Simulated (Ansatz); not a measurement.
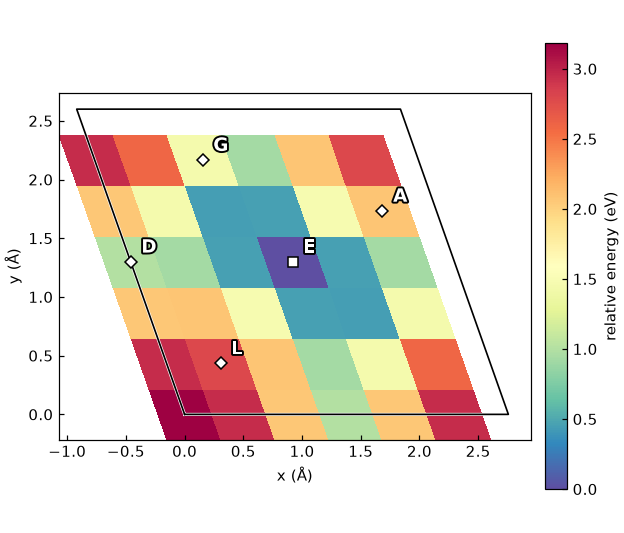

C on a W(110) slab cut from the Im-3m phase, its upper half relaxed before the scan (12 atoms of substrate and one adsorbate in a 2 × 2 cell). 
- C is moved over the surface cell; relaxed at each place: the height of the adsorbate's atoms; substrate rigid; the origin of the map has the adsorbate above W9.
- Places are given modulo a cell vector. The map is drawn in real space over the plane of the surface.
- Grid: 6 × 6 points; 13 points were computed and 23 follow by symmetry.
- Places are given in fractions of the 1 × 1 surface cell.
- Energies: eV, counted from the lowest grid point.
- The calculation used DFT PBE, scalar-relativistic, plane waves, PAW (Ansatz). Settings: cutoff 420 eV, k-mesh 5×5×1, gaussian smearing 0.1 eV, no spin polarisation.

Drawn: one coloured cell a grid point, the outline of one cell of the plane, lettered points.

Is G the lowest point of the computed grid?

Answer. No. G lies 1.45 eV above the lowest grid point, which is at a bridge site between two W atoms, over a second-layer W atom, (3/6, 3/6) of the cell vectors.

Rank the lettered points by energy, lowest first.

Answer. E (0.00 eV), D (1.00 eV), G (1.45 eV), A (2.08 eV), L (2.79 eV).

What kind of point is each of A, D, E, G: minimum, saddle, maximum or slope?

Answer. A: on a slope; D: saddle point; E: minimum; G: on a slope. (In these two coordinates alone; a stationary point may lie a little off the grid point.)

PAW datasets: the set soft_1.
